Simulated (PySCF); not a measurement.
C$_{2}$H$_{10}$N$_{2}$OSi$_{3}$

```yaml
atoms:
  - { symbol: C, position_ang: [-1.8392, 1.4955, -0.0436] }
  - { symbol: O, position_ang: [-0.8314, 0.5562, 0.1701] }
  - { symbol: Si, position_ang: [-0.9439, -1.0032, 0.6089] }
  - { symbol: N, position_ang: [-1.8760, -1.8723, -0.5642] }
  - { symbol: Si, position_ang: [1.3323, -1.3329, 0.7319] }
  - { symbol: Si, position_ang: [2.6340, 0.4781, 0.0740] }
  - { symbol: C, position_ang: [1.7724, 2.0806, 0.5002] }
  - { symbol: N, position_ang: [1.2291, 3.0549, 0.7646] }
  - { symbol: H, position_ang: [-1.3612, 2.4567, -0.2342] }
  - { symbol: H, position_ang: [-2.4794, 1.5803, 0.8365] }
  - { symbol: H, position_ang: [-2.4561, 1.2111, -0.8988] }
  - { symbol: H, position_ang: [-1.7523, -1.1994, 1.8199] }
  - { symbol: H, position_ang: [-2.0570, -2.8523, -0.4228] }
  - { symbol: H, position_ang: [-1.7107, -1.6976, -1.5434] }
  - { symbol: H, position_ang: [1.7721, -2.4835, -0.0897] }
  - { symbol: H, position_ang: [1.7527, -1.7463, 2.0846] }
  - { symbol: H, position_ang: [3.9465, 0.6571, 0.7148] }
  - { symbol: H, position_ang: [2.8594, 0.6233, -1.3738] }
```

Geometry: GFN2-xTB.

The calculation used PBE0/pcSseg-1, SCF density, gas phase, non-relativistic (PySCF 2.14.0).

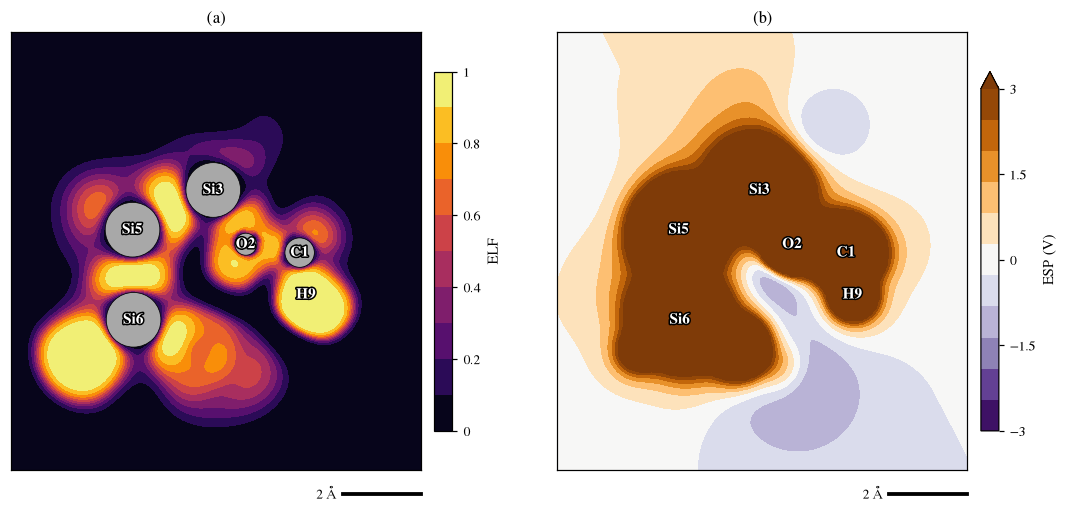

Figure 1. (a) electron localisation function; (b) molecular electrostatic potential on the plane of atoms O2, C1 and H9. Grey discs cover the atomic cores in the ELF map.

Q: Describe what can be read from this map.

A:
- The plane passes through C, O, Si and H nuclei.
- C–O (1.39 Å): the ELF peaks at about 0.90 between the atoms, as expected for a polar covalent bond.
- Si–O (1.62 Å): the ELF peaks at about 0.85 between the atoms, as expected for a short, strongly polar bond.
- Si–Si (2.30 Å): the ELF peaks at about 1 between the atoms; a shared electron pair.
- Outside the dense part of the molecule the potential is most negative (−1.4 V) near N8, which lies off the plane.

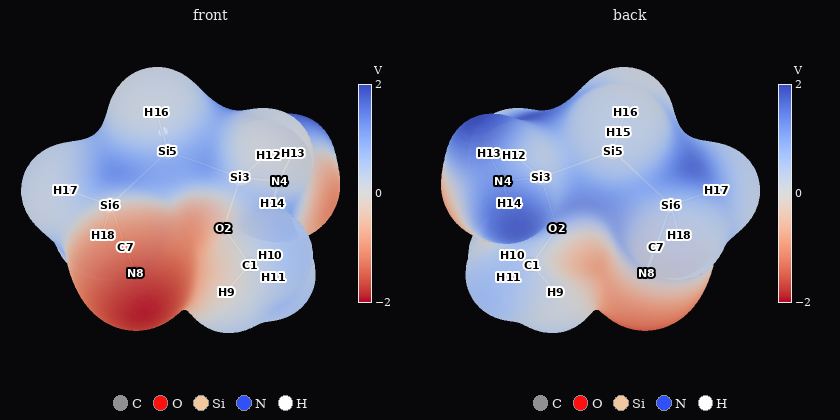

Figure 2. The molecular electrostatic potential painted on the density surface at 0.002 e/bohr³, seen from the front and from behind; red is negative and blue positive.

Q: Which sites attract a positive test charge, and which a negative one?

A: A positive charge is drawn to the negative regions and a negative charge to the positive ones. The most negative region (about −1.9 V) lies over N8, the most positive (about +1.9 V) over Si3, H13 and H14. N8 is the likeliest acceptor of a hydrogen bond.

Q: What dipole moment does the calculation give?

A: Its dipole moment is 4.49 D.
